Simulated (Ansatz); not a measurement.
## Fields on a plane of KCl (rock salt)

```
CELL_PARAMETERS angstrom
      0.00000     3.19058     3.19058
      3.19058     0.00000     3.19058
      3.19058     3.19058     0.00000
ATOMIC_POSITIONS crystal
  Cl 0.00000 0.00000 0.00000
  K  0.50000 0.50000 0.50000
```

The slice is a {111} plane (indices of the conventional cell) through the point (0.000, 0.000, 0.000) (fractional), spanned by u = [100] and v = [-1 2 0] in vectors of this cell: u (4.51 Å) and v (7.82 Å, at 90° to u). It covers one period; positions are fractions (u, v).

Atoms on it: Cl at (0.00, 0.00); Cl at (0.50, 0.50).

These are PBE (plane waves to 420 eV, PAW, scalar-relativistic; Ansatz, a quantum-chemistry and plane-wave program) values and carry that method's errors. k mesh 9×9×9. These are valence fields of a PAW run, semicore shells included where kept as valence: close to a nucleus they are smooth pseudo fields. KCl was relaxed with its symmetry unable to fall.

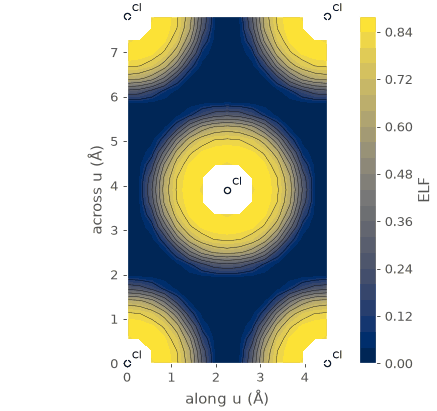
Figure. Electron localisation function (ELF), one period of the plane, atoms marked. Points within 0.5 Å of a nucleus are left white, as the pseudised field means little there.

```
|9998765333567899|
|9998754333457899|
|9887654333456788|
|7776543333345677|
|6655443333344556|
|5544333333333445|
|4433333444333334|
|3333344555443333|
|3334455666554433|
|3334567777765433|
|3345678898876543|
|3345789999987543|
|3356789999987653|
|3456799909997654|
|3356789999987653|
|3345789999987543|
|3345678898876543|
|3334567777765433|
|3334455666554433|
|3333344555443333|
|4433333444333334|
|5544333333333445|
|6655443333344556|
|7776543333345677|
|9887654333456788|
|9998754333457899|
|9998765333567899|
|0999765434567999|
```
Scale: ten equal steps from -3.00 (start of '0') to 0.25 (end of '9'), in the order '0123456789'. Values: log₁₀ of the valence density in e/Å³. The map has 16 points along u (one character each, u = 0 at the left) and 28 along v (v = 0 in the bottom row). The scale is logarithmic, as a density can span decades between atoms and voids; values under 0.001 e/Å³ are set to 0.001.
